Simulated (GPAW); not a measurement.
# P K-edge XANES of InP (F-43m), part 3 of 3

Aim: the dependence of the P K near-edge features of InP (F-43m) on volume.

GPAW 26.7.0; X-ray absorption from dipole matrix elements to empty bands, plane-wave PAW PBE.

So far. Step 4 (Spectrum with FCH, P atom 2): The hole costs E(hole) − E(ground) = 2149.33 eV, and the lowest empty level of the hole cell on the spectrum's mesh lies at 5.14 eV, which puts the zero at 2154.47 eV. One term is added: -15.96 eV, since the hole is spin-paired here and a spin-polarised one costs that much less in the free atom (computed apart). The photon energy is then 2138.51 eV. The functional and the charged cell's background leave an error of a few eV in such absolute values.

The database entry behind the starting cell differs from later determinations by our own check (0.1 to 0.3 % short, probably kX units), so it need not match the best structure at ambient conditions.

**8. Spectrum with FCH, P atom 2**

Shorter bonds are expected to push antibonding states and scattering resonances up, and longer ones down; the cell is scaled to test that.

Changed against the first core-hole run: volume scale from 1 to 0.97.

Contents of xas.py:

```python
import numpy as np
from ase import Atoms
from ase.parallel import parprint, paropen
from gpaw import GPAW, PW, FermiDirac, Mixer, MixerDif, setup_paths
from gpaw.test import gen
setup_paths.insert(0, '.')
gen('P', name='fch1s', xcname='PBE', corehole=(1, 0, 1), write_xml=True)
from gpaw.mpi import world
world.barrier()

atoms = Atoms('In4P4',
    cell=[[0, -5.80179393, 0],
     [-5.80179393, 0, 0],
     [0, 0, -5.80179393]],
    scaled_positions=[[0, 0, 0],
     [0.5, 0, 0.5],
     [0, 0.5, 0.5],
     [0.5, 0.5, 0],
     [0.25, 0.25, 0.25],
     [0.75, 0.25, 0.75],
     [0.25, 0.75, 0.75],
     [0.75, 0.75, 0.25]],
    pbc=True)
atoms.calc = calc = GPAW(legacy_gpaw=True, mode=PW(430, force_complex_dtype=True), xc='PBE', setups={4: 'fch1s'},
    kpts={'size': (3, 3, 3), 'gamma': True}, occupations=FermiDirac(0.02),
    charge=0, mixer=Mixer(0.1, 5, 50), maxiter=150,
    convergence={'density': 0.0001, 'eigenstates': 1e-6}, txt='scf.txt')
energy = atoms.get_potential_energy() + calc.get_reference_energy()
ef = calc.get_fermi_level()
out = dict(energy=energy, fermi=ef, forces=atoms.get_forces().tolist())
parprint(f'all-electron energy {energy:.4f} eV, Fermi level {ef:.4f} eV')
ev = np.array([[calc.get_eigenvalues(k, s) for k in range(len(calc.get_ibz_k_points()))] for s in range(calc.get_number_of_spins())])
out['homo'], out['lumo'], out['counts'] = ev[ev < ef].max(), ev[ev > ef].min(), sorted(set((ev < ef).sum((0, 2)).tolist()))
out['filled'] = (ev[:, 0] < ef).sum(1).tolist()

from ase.units import Ha
from gpaw.xas import dipole_matrix_elements
nb = int(calc.get_number_of_electrons() / 2) + 119
top, nb = nb, nb + 8 + nb // 12
nscf = calc.fixed_density(kpts={'size': (4, 4, 4), 'gamma': True}, nbands=nb,
    convergence={'bands': top, 'eigenstates': 5e-3}, maxiter=60, txt='nscf.txt')
cell = atoms.cell.array
ops = [cell.T @ U.T @ np.linalg.inv(cell.T) for U in nscf.wfs.kd.symmetry.op_scc]
filled = [36]  # bands filled in the ground state, by spin
E = np.arange(-6, 34, 0.1)
fwhm = np.interp(E, [4, 25], [0.9, 3.5])
Y, X, zero, highest = 0, 0, 1e9, 1e9
for spin in range(nscf.get_number_of_spins()):
    wfs = nscf.wfs
    mine = wfs.bd.get_slice()  # this rank's bands
    A = dipole_matrix_elements(wfs.setups[4])
    eps = np.zeros((wfs.kd.nibzkpts, nb))
    d = np.zeros((3, A.shape[1], wfs.kd.nibzkpts, nb), complex)
    for kpt in wfs.kpt_u:
        if kpt.s == spin and 4 in kpt.P_ani:
            eps[kpt.k, mine] = kpt.eps_n * Ha
            d[:, :, kpt.k, mine] = (kpt.weight * wfs.nspins / 2) ** 0.5 * np.inner(A, kpt.P_ani[4])
    world.sum(eps)
    world.sum(d)
    T = np.einsum('amkn,bmkn->abkn', d, d.conj()).real
    T = sum(np.einsum('ai,ijkn,bj->abkn', R, T, R) for R in ops) / len(ops)
    empty = np.ones_like(eps, bool) & (np.arange(nb) >= filled[spin])
    zero, highest = min(zero, eps[empty].min()), min(highest, eps[:, top - 1].min())
    lines = [(eps, T, empty)] if spin == 0 else lines + [(eps, T, empty)]
for eps, T, empty in lines:
    f = np.einsum('aakn->akn', T).reshape(3, -1)
    x = eps.ravel() - zero
    w = np.interp(x, E, fwhm) / 2.35482
    g = np.exp(-0.5 * ((E[:, None] - x) / w) ** 2) / (w * (2 * np.pi) ** 0.5)
    Y = Y + (f * empty.ravel()) @ g.T
    X = X + (f * ~empty.ravel()) @ g.T
out.update(E=E.round(2).tolist(), xas=Y.tolist(), xes=X.tolist(), zero=zero, valid=highest - zero, nk=len(eps), nb=nb)
for i in range(0, len(E), 10):
    parprint(f'{E[i]:7.2f}', *(f'{v:10.3e}' for v in Y[:, i]))
import json
with paropen('out.json', 'w') as f:
    json.dump(out, f)
```

Command:

```console
OMP_NUM_THREADS=1 mpirun -n 4 gpaw python xas.py
```

Numbers of over 12 decimals in the logs are rounded to 6 here.

Output:

```text
Input parameters:
  convergence: {density: 0.0001,
                eigenstates: 1e-06}
  kpts: {gamma: True,
         size: (3, 3, 3)}
  maxiter: 150
  mixer: {backend: pulay,
          beta: 0.1,
          method: separate,
          nmaxold: 5,
          weight: 50}
  mode: {ecut: 430.0,
         force_complex_dtype: True,
         name: pw}
  occupations: {fixmagmom: False,
                name: fermi-dirac,
[...]
*p    :     0.377436
*d    :     0.000000
--------------------------------

Diagonalizing with gridspacing h=0.050

state   all-electron     PAW
-------------------------------
3s:      -0.985623    -0.986051
3p:      -0.622564    -0.622827
*d:                   -0.149877
*f:                   -0.018076
-------------------------------
all-electron energy -674998.2197 eV, Fermi level 5.2569 eV
[...]
32.00  3.848e-06  3.848e-06  3.848e-06
  33.00  3.557e-06  3.557e-06  3.557e-06
[key lines of the parts left out:]
Converged after 15 iterations.
Dipole moment: (0.109610, 0.109610, 0.109610) |e|*Ang
Free energy:    -50.914271
Fermi level: 5.25687
```

Run time: 56 s. Hardware: 4 MPI ranks of Arm Neoverse V1, shared host; peak memory 0.3 GiB; 3.7 min of CPU time.

```csv
E (eV),first run,this run
-2.0,0.00,0.00
-1.0,0.00,0.00
0.0,0.00,0.00
1.0,0.52,0.59
2.0,1.76,1.77
3.0,1.58,1.53
4.0,1.95,2.03
5.0,1.36,1.28
6.0,1.13,1.13
7.0,1.56,1.56
8.0,1.05,1.03
9.0,0.73,0.73
10.0,0.58,0.61
11.0,0.64,0.65
12.0,0.96,0.95
13.0,1.10,1.09
14.0,1.07,1.07
15.0,0.97,0.99
16.0,0.79,0.82
17.0,0.60,0.61
18.0,0.58,0.56
19.0,0.68,0.65
20.0,0.76,0.74
21.0,0.77,0.75
22.0,0.80,0.76
23.0,0.97,0.90
24.0,1.15,1.10
25.0,1.18,1.19
26.0,1.09,1.14
27.0,0.96,1.01
28.0,0.91,0.91
29.0,0.99,0.94
30.0,1.11,1.07
```

Against the first run the r.m.s. difference is 4 %. The highest intensity below 16 eV goes from 4.0 eV (1.95) to 4.0 eV (2.03).

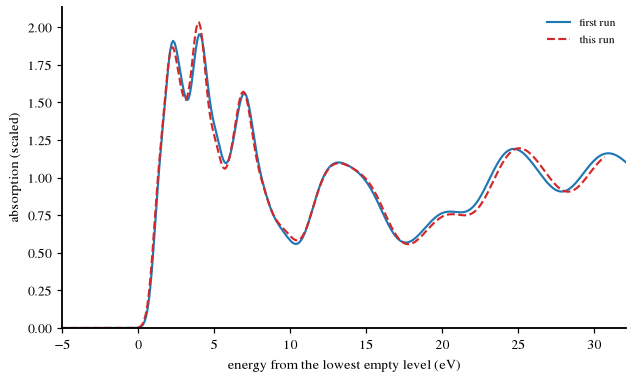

The effect of the change (volume scale from 1 to 0.97).

The photon energy of the zero moves by +0.15 eV.

**9. Reference energy of the supercell**

The cell changes for the next run, so it gets a reference energy of its own.

The cell differs from the one that the last finished run ended in (a 5.802 → 5.919 Å, b 5.802 → 5.919 Å, c 5.802 → 5.919 Å).

Contents of scf.py:

```python
import numpy as np
from ase import Atoms
from ase.parallel import parprint, paropen
from gpaw import GPAW, PW, FermiDirac, Mixer, MixerDif, setup_paths
from gpaw.test import gen
setup_paths.insert(0, '.')
gen('P', name='nch1s', xcname='PBE', corehole=(1, 0, 0), write_xml=True)
from gpaw.mpi import world
world.barrier()

atoms = Atoms('In4P4',
    cell=[[0, -5.91903348, 0],
     [-5.91903348, 0, 0],
     [0, 0, -5.91903348]],
    scaled_positions=[[0, 0, 0],
     [0.5, 0, 0.5],
     [0, 0.5, 0.5],
     [0.5, 0.5, 0],
     [0.25, 0.25, 0.25],
     [0.75, 0.25, 0.75],
     [0.25, 0.75, 0.75],
     [0.75, 0.75, 0.25]],
    pbc=True)
atoms.calc = calc = GPAW(legacy_gpaw=True, mode=PW(430, force_complex_dtype=True), xc='PBE', setups={4: 'nch1s'},
    kpts={'size': (3, 3, 3), 'gamma': True}, occupations=FermiDirac(0.02),
    charge=0, mixer=Mixer(0.1, 5, 50), maxiter=150,
    convergence={'density': 0.0001, 'eigenstates': 1e-6}, txt='scf.txt')
energy = atoms.get_potential_energy() + calc.get_reference_energy()
ef = calc.get_fermi_level()
out = dict(energy=energy, fermi=ef, forces=atoms.get_forces().tolist())
parprint(f'all-electron energy {energy:.4f} eV, Fermi level {ef:.4f} eV')
ev = np.array([[calc.get_eigenvalues(k, s) for k in range(len(calc.get_ibz_k_points()))] for s in range(calc.get_number_of_spins())])
out['homo'], out['lumo'], out['counts'] = ev[ev < ef].max(), ev[ev > ef].min(), sorted(set((ev < ef).sum((0, 2)).tolist()))
out['filled'] = (ev[:, 0] < ef).sum(1).tolist()
import json
with paropen('out.json', 'w') as f:
    json.dump(out, f)
```

Command:

```console
OMP_NUM_THREADS=1 mpirun -n 4 gpaw python scf.py
```

Output:

```text
Input parameters:
  convergence: {density: 0.0001,
                eigenstates: 1e-06}
  kpts: {gamma: True,
         size: (3, 3, 3)}
  maxiter: 150
  mixer: {backend: pulay,
          beta: 0.1,
          method: separate,
          nmaxold: 5,
          weight: 50}
  mode: {ecut: 430.0,
         force_complex_dtype: True,
         name: pw}
  occupations: {fixmagmom: False,
                name: fermi-dirac,
[...]
3s(2) :    -0.513310     1.123125
*s    :     0.486690
3p(3) :    -0.202354     1.007558
*p    :     0.797646
*d    :     0.000000
--------------------------------

Diagonalizing with gridspacing h=0.050

state   all-electron     PAW
-------------------------------
3s:      -0.513310    -0.513614
3p:      -0.202354    -0.202609
*d:                    0.037583
*f:                    0.071811
-------------------------------
all-electron energy -677147.4738 eV, Fermi level 4.8989 eV
[key lines of the parts left out:]
Converged after 11 iterations.
Dipole moment: (0.000056, 0.000056, 0.000056) |e|*Ang
Free energy:    -34.140270
Fermi level: 4.89887
```

The job ended after 9.7 s (4 MPI ranks; peak memory 0.2 GiB; 38 s of CPU time).

Reference energy: -677147.474 eV with the cores included.

**10. Spectrum with FCH, P atom 2**

Shorter bonds are expected to push antibonding states and scattering resonances up, and longer ones down; the cell is scaled to test that.

Changed against the first core-hole run: volume scale from 1 to 1.03.

xas.py: that of step 8 with these lines changed.

```diff
@@ -11,5 +11,5 @@
 atoms = Atoms('In4P4',
-    cell=[[0, -5.80179393, 0],
-     [-5.80179393, 0, 0],
-     [0, 0, -5.80179393]],
+    cell=[[0, -5.91903348, 0],
+     [-5.91903348, 0, 0],
+     [0, 0, -5.91903348]],
     scaled_positions=[[0, 0, 0],
@@ -37,3 +37,3 @@
 from gpaw.xas import dipole_matrix_elements
-nb = int(calc.get_number_of_electrons() / 2) + 119
+nb = int(calc.get_number_of_electrons() / 2) + 126
 top, nb = nb, nb + 8 + nb // 12
```

Command:

```console
OMP_NUM_THREADS=1 mpirun -n 4 gpaw python xas.py
```

Output:

```text
Input parameters:
  convergence: {density: 0.0001,
                eigenstates: 1e-06}
  kpts: {gamma: True,
         size: (3, 3, 3)}
  maxiter: 150
  mixer: {backend: pulay,
          beta: 0.1,
          method: separate,
          nmaxold: 5,
          weight: 50}
  mode: {ecut: 430.0,
         force_complex_dtype: True,
         name: pw}
  occupations: {fixmagmom: False,
                name: fermi-dirac,
[...]
*p    :     0.377436
*d    :     0.000000
--------------------------------

Diagonalizing with gridspacing h=0.050

state   all-electron     PAW
-------------------------------
3s:      -0.985623    -0.986051
3p:      -0.622564    -0.622827
*d:                   -0.149877
*f:                   -0.018076
-------------------------------
all-electron energy -674997.8513 eV, Fermi level 4.4926 eV
[...]
32.00  3.595e-06  3.595e-06  3.595e-06
  33.00  3.195e-06  3.195e-06  3.195e-06
[key lines of the parts left out:]
Converged after 15 iterations.
Dipole moment: (0.103619, 0.103619, 0.103619) |e|*Ang
Free energy:    -50.545955
Fermi level: 4.49262
```

Run time: 64 s. Hardware: 4 MPI ranks; peak memory 0.31 GiB; 4.3 min of CPU time.

```csv
E (eV),first run,this run
-2.0,0.00,0.00
-1.0,0.00,0.00
0.0,0.00,0.00
1.0,0.52,0.45
2.0,1.76,1.74
3.0,1.58,1.64
4.0,1.95,1.84
5.0,1.36,1.44
6.0,1.13,1.15
7.0,1.56,1.55
8.0,1.05,1.08
9.0,0.73,0.73
10.0,0.58,0.56
11.0,0.64,0.64
12.0,0.96,0.96
13.0,1.10,1.10
14.0,1.07,1.07
15.0,0.97,0.96
16.0,0.79,0.76
17.0,0.60,0.60
18.0,0.58,0.60
19.0,0.68,0.71
20.0,0.76,0.79
21.0,0.77,0.79
22.0,0.80,0.85
23.0,0.97,1.03
24.0,1.15,1.17
25.0,1.18,1.16
26.0,1.09,1.04
27.0,0.96,0.92
28.0,0.91,0.93
29.0,0.99,1.04
30.0,1.11,1.15
31.0,1.16,1.15
32.0,1.11,1.07
```

The scaled spectrum changes by 4 % r.m.s. Another feature, at 2.4 eV (1.94), becomes the highest below 16 eV; the one at 4.0 eV (1.95) is now at 4.2 eV (1.87).

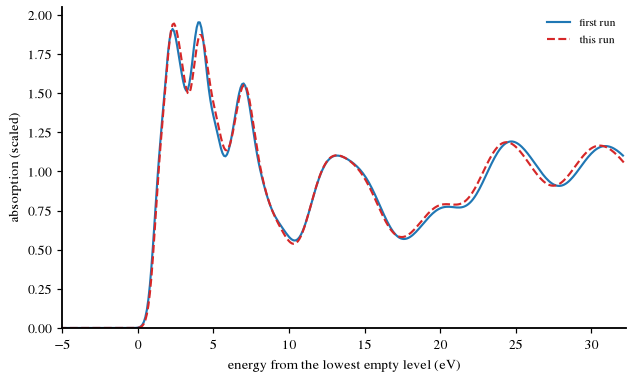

The effect of the change (volume scale from 1 to 1.03).

The photon energy of the zero moves by -0.15 eV.

**11. Supercell without a hole, the energy reference**

The cell changes for the next run, so it gets a reference energy of its own.

The cell differs from the one that the last finished run ended in (a 5.919 → 5.976 Å, b 5.919 → 5.976 Å, c 5.919 → 5.976 Å).

scf.py: that of step 9 with these lines changed.

```diff
@@ -11,5 +11,5 @@
 atoms = Atoms('In4P4',
-    cell=[[0, -5.91903348, 0],
-     [-5.91903348, 0, 0],
-     [0, 0, -5.91903348]],
+    cell=[[0, -5.97595075, 0],
+     [-5.97595075, 0, 0],
+     [0, 0, -5.97595075]],
     scaled_positions=[[0, 0, 0],
```

Command:

```console
OMP_NUM_THREADS=1 mpirun -n 4 gpaw python scf.py
```

Output:

```text
Input parameters:
  convergence: {density: 0.0001,
                eigenstates: 1e-06}
  kpts: {gamma: True,
         size: (3, 3, 3)}
  maxiter: 150
  mixer: {backend: pulay,
          beta: 0.1,
          method: separate,
          nmaxold: 5,
          weight: 50}
  mode: {ecut: 430.0,
         force_complex_dtype: True,
         name: pw}
  occupations: {fixmagmom: False,
                name: fermi-dirac,
[...]
3s(2) :    -0.513310     1.123125
*s    :     0.486690
3p(3) :    -0.202354     1.007558
*p    :     0.797646
*d    :     0.000000
--------------------------------

Diagonalizing with gridspacing h=0.050

state   all-electron     PAW
-------------------------------
3s:      -0.513310    -0.513614
3p:      -0.202354    -0.202609
*d:                    0.037583
*f:                    0.071811
-------------------------------
all-electron energy -677147.4784 eV, Fermi level 4.5299 eV
[key lines of the parts left out:]
Converged after 11 iterations.
Dipole moment: (0.000049, 0.000049, 0.000049) |e|*Ang
Free energy:    -34.144871
Fermi level: 4.52991
```

Run time: 9.7 s. Hardware: 4 MPI ranks; peak memory 0.2 GiB.

Reference energy: -677147.478 eV with the cores included.

**12. Spectrum with FCH, P atom 2**

Shorter bonds are expected to push antibonding states and scattering resonances up, and longer ones down; the cell is scaled to test that.

Changed against the first core-hole run: volume scale from 1 to 1.06.

xas.py: that of step 10 with these lines changed.

```diff
@@ -11,5 +11,5 @@
 atoms = Atoms('In4P4',
-    cell=[[0, -5.91903348, 0],
-     [-5.91903348, 0, 0],
-     [0, 0, -5.91903348]],
+    cell=[[0, -5.97595075, 0],
+     [-5.97595075, 0, 0],
+     [0, 0, -5.97595075]],
     scaled_positions=[[0, 0, 0],
@@ -37,3 +37,3 @@
 from gpaw.xas import dipole_matrix_elements
-nb = int(calc.get_number_of_electrons() / 2) + 126
+nb = int(calc.get_number_of_electrons() / 2) + 130
 top, nb = nb, nb + 8 + nb // 12
```

Command:

```console
OMP_NUM_THREADS=1 mpirun -n 4 gpaw python xas.py
```

Output:

```text
Input parameters:
  convergence: {density: 0.0001,
                eigenstates: 1e-06}
  kpts: {gamma: True,
         size: (3, 3, 3)}
  maxiter: 150
  mixer: {backend: pulay,
          beta: 0.1,
          method: separate,
          nmaxold: 5,
          weight: 50}
  mode: {ecut: 430.0,
         force_complex_dtype: True,
         name: pw}
  occupations: {fixmagmom: False,
                name: fermi-dirac,
[...]
*p    :     0.377436
*d    :     0.000000
--------------------------------

Diagonalizing with gridspacing h=0.050

state   all-electron     PAW
-------------------------------
3s:      -0.985623    -0.986051
3p:      -0.622564    -0.622827
*d:                   -0.149877
*f:                   -0.018076
-------------------------------
all-electron energy -674997.5814 eV, Fermi level 4.1390 eV
[...]
32.00  3.441e-06  3.441e-06  3.441e-06
  33.00  3.010e-06  3.010e-06  3.010e-06
[key lines of the parts left out:]
Converged after 14 iterations.
Dipole moment: (0.099737, 0.099737, 0.099737) |e|*Ang
Free energy:    -50.276056
Fermi level: 4.13903
```

Run time: 66 s. Hardware: 4 MPI ranks; peak memory 0.32 GiB.

```csv
E (eV),first run,this run
-2.0,0.00,0.00
-1.0,0.00,0.00
0.0,0.00,0.00
1.0,0.52,0.38
2.0,1.76,1.70
3.0,1.58,1.73
4.0,1.95,1.72
5.0,1.36,1.53
6.0,1.13,1.17
7.0,1.56,1.53
8.0,1.05,1.11
9.0,0.73,0.72
10.0,0.58,0.53
11.0,0.64,0.64
12.0,0.96,0.96
13.0,1.10,1.10
14.0,1.07,1.06
15.0,0.97,0.94
16.0,0.79,0.74
17.0,0.60,0.60
18.0,0.58,0.63
19.0,0.68,0.74
20.0,0.76,0.80
21.0,0.77,0.81
22.0,0.80,0.89
23.0,0.97,1.08
24.0,1.15,1.18
25.0,1.18,1.12
26.0,1.09,0.99
27.0,0.96,0.91
28.0,0.91,0.96
29.0,0.99,1.09
30.0,1.11,1.16
31.0,1.16,1.14
32.0,1.11,1.03
```

The scaled spectrum changes by 7 % r.m.s. Another feature, at 2.5 eV (1.98), becomes the highest below 16 eV; the one at 4.0 eV (1.95) is now at 4.3 eV (1.80).

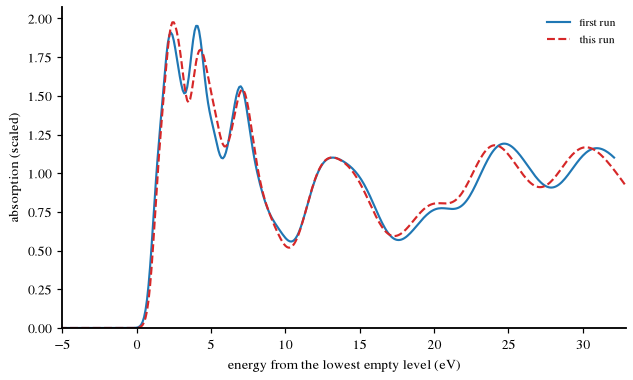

The effect of the change (volume scale from 1 to 1.06).

The photon energy of the zero moves by -0.30 eV.

**13. The volumes side by side**

```csv
volume,nearest distance (Å),shift of the zero (eV),maximum 1 (eV above own zero),maximum 2 (eV above own zero),maximum 3 (eV above own zero),maximum 4 (eV above own zero)
0.94,2.486,+0.29,2.2,3.9,6.9,13.2
0.97,2.512,+0.15,2.2,4.0,6.9,13.2
1,2.538,+0.00,2.3,4.0,7.0,13.2
1.03,2.563,-0.15,2.4,4.2,7.0,13.2
1.06,2.588,-0.30,2.5,4.3,7.1,13.2
```

The curves, each shifted by its zero's change so that they share one photon-energy axis, counted from the zero at V × 1:

```csv
E (eV),V × 0.94,V × 0.97,V × 1,V × 1.03,V × 1.06
-2.0,0.00,0.00,0.00,0.00,0.00
-1.0,0.00,0.00,0.00,0.00,0.00
0.0,0.00,0.00,0.00,0.00,0.01
1.0,0.29,0.40,0.52,0.67,0.82
2.0,1.48,1.63,1.76,1.86,1.94
3.0,1.60,1.59,1.58,1.56,1.52
4.0,2.03,2.01,1.95,1.87,1.80
5.0,1.34,1.34,1.36,1.37,1.39
6.0,1.03,1.08,1.13,1.19,1.24
7.0,1.56,1.57,1.56,1.54,1.51
8.0,1.12,1.09,1.05,1.01,0.95
9.0,0.80,0.76,0.73,0.69,0.66
10.0,0.67,0.63,0.58,0.54,0.52
11.0,0.62,0.62,0.64,0.68,0.73
12.0,0.86,0.91,0.96,1.00,1.03
13.0,1.07,1.09,1.10,1.10,1.10
14.0,1.08,1.08,1.07,1.06,1.04
15.0,1.02,1.01,0.97,0.93,0.88
16.0,0.91,0.85,0.79,0.73,0.68
17.0,0.69,0.64,0.60,0.59,0.59
18.0,0.55,0.56,0.58,0.62,0.66
19.0,0.59,0.63,0.68,0.73,0.77
20.0,0.69,0.73,0.76,0.79,0.81
21.0,0.74,0.76,0.77,0.79,0.82
22.0,0.73,0.76,0.80,0.87,0.94
23.0,0.79,0.87,0.97,1.06,1.12
24.0,0.97,1.08,1.15,1.18,1.18
25.0,1.15,1.19,1.18,1.14,1.08
26.0,1.20,1.15,1.09,1.02,0.95
27.0,1.11,1.03,0.96,0.92,0.91
28.0,0.98,0.92,0.91,0.94,1.00
29.0,0.91,0.93,0.99,1.06,1.12
30.0,0.97,1.05,1.11,1.15,1.17
```

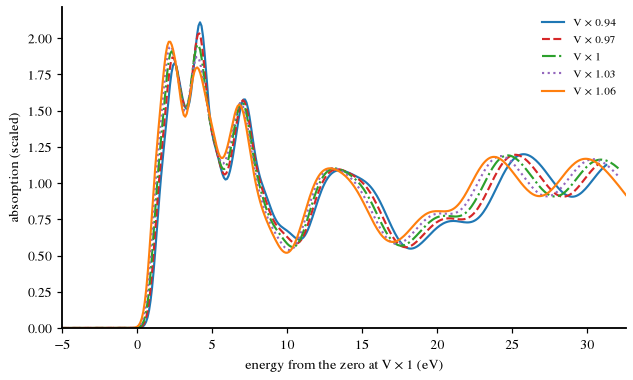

The edge at each volume, on one photon-energy scale.

**14. What came out**

| Property | Result |
| --- | --- |
| absorber and edge | P K, atom 2 of the ground-state input (counted from 1) |
| surroundings | 4 In at 2.54 Å (tetrahedral, site symmetry -43m) |
| highest intensity below 16 eV | 4.0 eV above the zero, height 1.95 |
| photon energy of the zero, with the added terms | 2138.5 eV (raw 2154.5 eV; uncertain by a few eV) |

From V × 0.94 to V × 1.06 the nearest distance grows by 0.102 Å and the zero moves by -0.59 eV. Above their own zero, the maxima move from 2.2 to 2.5 eV, from 3.9 to 4.3 eV, from 6.9 to 7.1 eV and from 13.2 to 13.2 eV. The P K edge of atom 2, with 4 In at 2.54 Å (tetrahedral, site symmetry -43m), has its highest intensity of the first 16 eV at 4.0 eV above the zero, near 2143 eV in photon energy (uncertain by a few eV), 2.0 times the mean level of the first 20 eV (Gaussian full width 0.9 eV up to 4 eV, rising linearly to 3.5 eV at 25 eV). The holes are only 5.9 Å apart, so the shape is probably not converged with cell size; no larger cell was run here. The mesh is coarse (0.27 Å⁻¹ between points), so small maxima may be mesh ripples. The structure is a published determination, not relaxed.

[Banner, clock and machine lines of the logs are left out without a mark of their own.]

[Logs are printed without paths, hosts, clocks, repeated set-up lines and the standing remarks that a program may print on its own settings, such as how far it seeks lower states.]

[Hosts, paths, dates, database ids (printed as entryN), source tags and the programs' standing remarks are cut or masked in the printed files.]

[Lists of maxima count a maximum above −3 eV only where it reaches 4 % of the highest in the window and stands out from its surroundings by 2 % of it (1.5 % where it reaches 55 %); shoulders and weaker maxima are passed over, and of the rest the first, up to two pre-edge ones and the few strongest are named.]
